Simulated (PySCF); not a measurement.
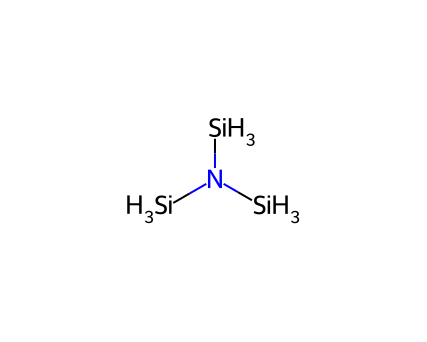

The geometry was computed by an optimisation with GFN2-xTB. No frequency run is at hand to confirm it as a minimum. Method: PBE0/pcSseg-1, gas phase (PySCF 2.14.0).

Give the HOMO–LUMO gap at this level.

7.34 eV.

Give the dipole moment at this level.

0.01 D.

Give the HOMO energy (Kohn–Sham orbital) at this level.

−7.56 eV.

The geometry is semi-empirical. Around Si such bond lengths and angles can be off by a tenth of an ångström or more and by several degrees, and values that hang on the shape move with them.
